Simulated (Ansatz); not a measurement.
# BH4O (doublet): one geometry, many settings at distance B1–H4 along a hydrogen transfer = 1.110 Å

Aim: run BH4O (doublet) at one geometry under a spread of methods and options, and see what each costs and gives.

Computed with Ansatz 0.2.0, Gaussian basis. Level: the settings change from run to run.

11 further runs of the same task are left out: 4 for a mislabelled method, 6 that didn't finish, 1 set aside as unsound or not needed.

**1. The system**

The geometry derives from fragments relaxed apart (PBE0/def2-TZVP) and kept rigid, so it is no stationary point. A hydrogen atom is moved between rigid fragments.

6 atoms, charge 0, spin multiplicity 2.

Atoms are counted from 1 here; the program's logs count them from 0.

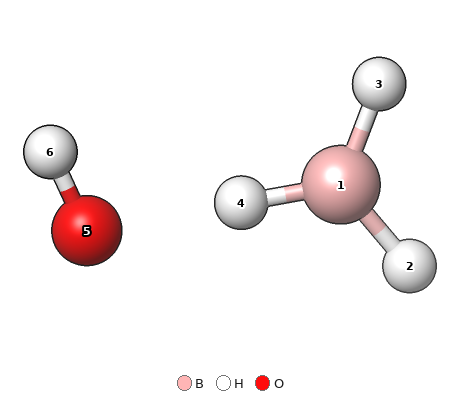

The structure; boron pink, hydrogen white, oxygen red; atoms are numbered from 1 in the order of the file.

**2. CCSD on ROHF/cc-pVDZ**

Contents of in.yaml:

```yaml
crystal:
  periodic: [false, false, false]
  atoms:
    - {symbol: B, position_ang: [-1.567157, 0.030718, 0.000000]}
    - {symbol: H, position_ang: [-2.163890, 1.064290, 0.000000]}
    - {symbol: H, position_ang: [-2.163891, -1.002853, 0.000000]}
    - {symbol: H, position_ang: [-0.457157, 0.030718, 0.000000]}
    - {symbol: O, position_ang: [1.264843, 0.030718, 0.000000]}
    - {symbol: H, position_ang: [1.516702, -0.909232, 0.000000]}
basis:
  gaussian: {orbitals: cc-pVDZ}
magnetization: {spin_polarized: false, initial_magnetization: 1}
correlation: {method: ccsd, electrons: outside_noble_gas}
output: {forces: true}
```

Started as:

```bash
> ansatz run in.yaml --threads 1 --pin off --events-out ev --progress --plain --max-ram 2393MiB
```

The log of the run (excerpt; [...] marks lines left out):

```text
Functional definition: HF
  name "HF"
  cite "Fock, Z. Phys. 61, 126 (1930) doi:10.1007/BF01340294"
  parent pbe
[...]
431 factors; integrals over basis functions are off by at most 1.5e-3 eV
[...]
mean field -2769.09211006 eV, -101.7622580867 hartree, gradient 5.5e-6 eV, S^2 0.750000; 7 other end points of the search recorded, 0 dependent functions left out
[...]
determinant -2769.09211006 eV, -101.7622580867 hartree, with singles and doubles -2776.97893603 eV, -102.0520935952 hartree
determinant -2768.76864720 eV, -101.7503710457 hartree, with singles and doubles -2776.58903687 eV, -102.0377650655 hartree
determinant -2769.09211006 eV, -101.7622580867 hartree, with singles and doubles -2776.97952128 eV, -102.0521151027 hartree
determinant -2768.76864720 eV, -101.7503710457 hartree, with singles and doubles -2776.58934395 eV, -102.0377763502 hartree
2 core orbitals not correlated: weight in the atoms' cores, before any rotation towards them, 1.000 or more for the frozen orbitals, at most 0.000 for the correlated occupied ones
reference -2769.09211006 eV, -101.7622580867 hartree; 7, 6 occupied and 39, 40 virtual orbitals, 431 factors
second order -6.75959293 eV of doubles, -0.08168462 eV of singles
cycle   1  -7.88741705 eV  change   -5.8e-6 eV  update   3.8e-6
[...]
cycle   6  -7.88741788 eV  change   -3.6e-7 eV  update   1.3e-7
[...]
Total energy: -2776.97952794 eV, -102.0521153474 hartree
Atom 0 at    -1.567157     0.030718     0.000000 Å, force    -2.788901    -0.079163     0.000000 eV/Å
Atom 1 at    -2.163890     1.064290     0.000000 Å, force    -0.202664     0.307067    -0.000000 eV/Å
Atom 2 at    -2.163891    -1.002853     0.000000 Å, force    -0.261537    -0.324650     0.000000 eV/Å
Atom 3 at    -0.457157     0.030718     0.000000 Å, force     2.497206     0.034168     0.000000 eV/Å
Atom 4 at     1.264843     0.030718     0.000000 Å, force     0.837307     0.413033    -0.000000 eV/Å
Atom 5 at     1.516702    -0.909232     0.000000 Å, force    -0.081412    -0.350455    -0.000000 eV/Å
Dipole moment:     0.099390    -0.307976    -0.000000 e Å
```

Run time: 13 s. Hardware: 1 thread of Arm Neoverse N1, shared host.

From the report: correlation -7.8874 eV; T1 0.016; largest double amplitude 0.05.

**3. CISD/def2-SVP**

in.yaml: that of step 2 with these lines changed.

```diff
@@ -10,5 +10,4 @@
 basis:
-  gaussian: {orbitals: cc-pVDZ}
+  gaussian: {orbitals: def2-SVP}
 magnetization: {spin_polarized: false, initial_magnetization: 1}
-correlation: {method: ccsd, electrons: outside_noble_gas}
-output: {forces: true}
+correlation: {active_space: {ras: {orbitals: [6, 1, 39], electrons: 13, max_holes: 2, max_particles: 2}, fixed_orbitals: true}}
```

Same command.

The log of the run:

```text
Functional definition: HF
  name "HF"
  cite "Fock, Z. Phys. 61, 126 (1930) doi:10.1007/BF01340294"
  parent pbe
  exchange = exact_x
  correlation = 0
481 factors; integrals over basis functions are off by at most 1.2e-3 eV
mean field evaluation 1: about -2760.7809 eV, gradient 3.3e1 eV
mean field evaluation 2: about -2760.8081 eV, gradient 3.3e1 eV
mean field evaluation 4: about -2766.1749 eV, gradient 7.7e0 eV
mean field evaluation 8: about -2766.6403 eV, gradient 8.5e-1 eV
mean field evaluation 16: about -2766.2190 eV, gradient 5.2e0 eV
mean field evaluation 32: about -2766.6463 eV, gradient 1.3e-1 eV
mean field evaluation 64: about -2760.7893 eV, gradient 3.2e1 eV
mean field -2766.65220124 eV, -101.6725930914 hartree, gradient 7.1e-6 eV, S^2 0.750000; 7 other end points of the search recorded, 0 dependent functions left out
reference -2766.65220124 eV, -101.6725930914 hartree; 9, 8 occupied and 39, 40 virtual orbitals, 481 factors
state -2773.96286135 eV, -101.9412548951 hartree
Total energy: -2773.96286135 eV, -101.9412548951 hartree
```

It took 9 s on 1 thread of Arm Neoverse N1, shared host.

From the report: 77,172 determinants.

**4. BCCD(T)/cc-pVDZ**

in.yaml: that of step 3 with these lines changed.

```diff
@@ -10,4 +10,5 @@
 basis:
-  gaussian: {orbitals: def2-SVP}
+  gaussian: {orbitals: cc-pVDZ}
 magnetization: {spin_polarized: false, initial_magnetization: 1}
-correlation: {active_space: {ras: {orbitals: [6, 1, 39], electrons: 13, max_holes: 2, max_particles: 2}, fixed_orbitals: true}}
+hamiltonian: {xc: {name: r2SCAN}}
+correlation: {method: bccd_t, electrons: outside_noble_gas}
```

Launched as before.

The log of the run (excerpt; [...] marks lines left out):

```text
Functional definition: r2SCAN
  name "r2SCAN"
  cite "Furness, Kaplan, Ning, Perdew & Sun, J. Phys. Chem. Lett. 11, 8208 (2020) doi:10.1021/acs.jpclett.0c02405"
  cite "Furness, Kaplan, Ning, Perdew & Sun, J. Phys. Chem. Lett. 11, 9248 (2020) doi:10.1021/acs.jpclett.0c03077"
  parent r2scan
[...]
431 factors; integrals over basis functions are off by at most 1.5e-3 eV
[...]
mean field -2782.75837059 eV, -102.2644838979 hartree, gradient 2.6e-6 eV, S^2 0.750000; 4 other end points of the search recorded, 0 dependent functions left out
[...]
2 core orbitals not correlated: weight in the atoms' cores, before any rotation towards them, 1.000 or more for the frozen orbitals, at most 0.000 for the correlated occupied ones
reference -2768.61798445 eV, -101.7448342917 hartree; 7, 6 occupied and 39, 40 virtual orbitals, 431 factors
second order -7.13440586 eV of doubles, -0.37243955 eV of singles
cycle   1  -8.05333352 eV  change   -5.4e-1 eV  update   6.1e-2
[...]
cycle  12  -8.33093951 eV  change   -5.6e-6 eV  update   1.4e-5
perturbative correction -0.11487859 eV, -0.0042217103 hartree
Total energy: -2777.06380254 eV, -102.0552123819 hartree
```

Wall time 9.5 s (1 thread of Arm Neoverse N1, shared host).

From the report: correlation -8.4458 eV; largest double amplitude 0.05.

**5. HF/6-31G**

in.yaml: that of step 4 with these lines changed.

```diff
@@ -10,5 +10,5 @@
 basis:
-  gaussian: {orbitals: cc-pVDZ}
+  gaussian: {orbitals: 6-31G}
 magnetization: {spin_polarized: false, initial_magnetization: 1}
-hamiltonian: {xc: {name: r2SCAN}}
-correlation: {method: bccd_t, electrons: outside_noble_gas}
+hamiltonian: {xc: hf}
+output: {forces: true, orbitals: {seedname: orbitals}}
```

Launched as before.

The log of the run (excerpt; [...] marks lines left out):

```text
Functional definition: HF
  name "HF"
  cite "Fock, Z. Phys. 61, 126 (1930) doi:10.1007/BF01340294"
  parent pbe
[...]
329 factors; integrals over basis functions are off by at most 3.3e-4 eV
[...]
mean field -2767.98215943 eV, -101.7214681532 hartree, gradient 1.2e-5 eV, S^2 0.750000; 3 other end points of the search recorded, 0 dependent functions left out
[...]
reference -2767.98215943 eV, -101.7214681532 hartree; 9, 8 occupied and 17, 18 virtual orbitals, 329 factors
Total energy: -2767.98215943 eV, -101.7214681532 hartree
Atom 0 at    -1.567157     0.030718     0.000000 Å, force    -2.606376    -0.045839     0.000000 eV/Å
Atom 1 at    -2.163890     1.064290     0.000000 Å, force     0.033405    -0.179260    -0.000000 eV/Å
Atom 2 at    -2.163891    -1.002853     0.000000 Å, force    -0.043807     0.138624    -0.000000 eV/Å
Atom 3 at    -0.457157     0.030718     0.000000 Å, force     1.308955     0.042596     0.000000 eV/Å
Atom 4 at     1.264843     0.030718     0.000000 Å, force     1.500048    -0.212947    -0.000000 eV/Å
Atom 5 at     1.516702    -0.909232     0.000000 Å, force    -0.192226     0.256827     0.000000 eV/Å
Dipole moment:     0.151744    -0.398138    -0.000000 e Å
```

Wall time 0.49 s (1 thread of Arm Neoverse N1, shared host).

**6. BCCD on ROHF/STO-3G**

in.yaml: that of step 5 with these lines changed.

```diff
@@ -10,5 +10,4 @@
 basis:
-  gaussian: {orbitals: 6-31G}
+  gaussian: {orbitals: STO-3G}
 magnetization: {spin_polarized: false, initial_magnetization: 1}
-hamiltonian: {xc: hf}
-output: {forces: true, orbitals: {seedname: orbitals}}
+correlation: {method: bccd, electrons: all}
```

Launched as before.

The log of the run (excerpt; [...] marks lines left out):

```text
Functional definition: HF
  name "HF"
  cite "Fock, Z. Phys. 61, 126 (1930) doi:10.1007/BF01340294"
  parent pbe
[...]
181 factors; integrals over basis functions are off by at most 3.1e-5 eV
[...]
mean field -2732.51680757 eV, -100.4181405117 hartree, gradient 1.5e-6 eV, S^2 0.750000; 7 other end points of the search recorded, 0 dependent functions left out
[...]
determinant -2732.51680757 eV, -100.4181405117 hartree, with singles and doubles -2734.65783465 eV, -100.4968218056 hartree
determinant -2732.35778105 eV, -100.4122963949 hartree, with singles and doubles -2734.48495130 eV, -100.4904684598 hartree
determinant -2732.51680757 eV, -100.4181405117 hartree, with singles and doubles -2734.65791494 eV, -100.4968247565 hartree
determinant -2732.35778105 eV, -100.4122963949 hartree, with singles and doubles -2734.48513261 eV, -100.4904751229 hartree
reference -2732.51680757 eV, -100.4181405117 hartree; 9, 8 occupied and 5, 6 virtual orbitals, 181 factors
second order -1.44763302 eV of doubles, -0.01589662 eV of singles
cycle   1  -2.14156212 eV  change   -4.5e-4 eV  update   1.8e-3
[...]
cycle   5  -2.14077088 eV  change    3.5e-7 eV  update   1.6e-5
Total energy: -2734.65757845 eV, -100.4968123905 hartree
```

It took 0.85 s on 1 thread of Arm Neoverse N1, shared host.

From the report: correlation -2.1408 eV; largest double amplitude 0.06.

**7. CCSDT(Q) on UHF/6-31G**

in.yaml: that of step 6 with these lines changed.

```diff
@@ -10,4 +10,4 @@
 basis:
-  gaussian: {orbitals: STO-3G}
-magnetization: {spin_polarized: false, initial_magnetization: 1}
-correlation: {method: bccd, electrons: all}
+  gaussian: {orbitals: 6-31G}
+magnetization: {spin_polarized: true, initial_magnetization: 1}
+correlation: {method: ccsdt_q, electrons: all}
```

The command is unchanged.

The log of the run (excerpt; [...] marks lines left out):

```text
Functional definition: HF
  name "HF"
  cite "Fock, Z. Phys. 61, 126 (1930) doi:10.1007/BF01340294"
  parent pbe
[...]
534 factors; integrals over basis functions are off by at most 1.4e-7 eV
[...]
mean field -2768.03608208 eV, -101.7234497743 hartree, gradient 1.4e-6 eV, S^2 0.755713; 7 other end points of the search recorded, 0 dependent functions left out
determinant -2768.03608208 eV, -101.7234497743 hartree, with singles and doubles -2772.79703747 eV, -101.8984116578 hartree
determinant -2767.68154041 eV, -101.7104206080 hartree, with singles and doubles -2772.34925503 eV, -101.8819559565 hartree
determinant -2768.03608208 eV, -101.7234497743 hartree, with singles and doubles -2772.79746390 eV, -101.8984273285 hartree
determinant -2767.68154041 eV, -101.7104206080 hartree, with singles and doubles -2772.34962389 eV, -101.8819695119 hartree
reference -2768.03608208 eV, -101.7234497743 hartree; 9, 8 occupied and 17, 18 virtual orbitals, 534 factors
second order -4.03785683 eV of doubles, -0.00000000 eV of singles
cycle   1  -4.51598939 eV  change   -4.8e-1 eV  update   5.6e-2
[...]
cycle  19  -4.82114461 eV  change   -1.4e-7 eV  update   1.4e-6
perturbative correction -0.00661472 eV, -0.0002430864 hartree
Total energy: -2772.86384141 eV, -101.9008666573 hartree
```

Run time: 27 s. Hardware: 1 thread of Arm Neoverse N1, shared host; peak memory 0.31 GiB.

From the report: ⟨S²⟩ of the determinant 0.756 (pure doublet: 0.75); correlation -4.8278 eV; T1 0.011; largest double amplitude 0.05.

**8. The runs in one table**

Where basis and cores are those of an earlier UCCSDT(Q)/cc-pVDZ run (-2777.1150 eV), and the state is the same kind, the miss against it is given.

```csv
level,correlated,functions,energy (eV),from UCCSDT(Q) (meV),time
CCSD on ROHF/cc-pVDZ,outside noble gas,48,-2776.9795,135.4,13 s
CISD/def2-SVP,valence,48,-2773.9629,,9 s
BCCD(T)/cc-pVDZ (on r2SCAN orbitals),outside noble gas,48,-2777.0638,51.2,9.5 s
HF/6-31G,,26,-2767.9822,,0.49 s
BCCD on ROHF/STO-3G,all,14,-2734.6576,,0.85 s
CCSDT(Q) on UHF/6-31G,all,26,-2772.8638,,27 s
```

**9. What came out**

| quantity | value |
| --- | --- |
| runs | 6 |
| quickest | HF/6-31G, 0.49 s |
| slowest | CCSDT(Q) on UHF/6-31G, 27 s |

In words: Total energies in different bases, with other cores or another treatment of relativity can't be set against each other. CCSDT(Q) on UHF/6-31G took 55 times as long as HF/6-31G; the jobs differ in more than the method. Among the correlated runs with a miss given, it spans +51 to +135 meV. Cores frozen from Kohn-Sham orbitals shift the total energy.
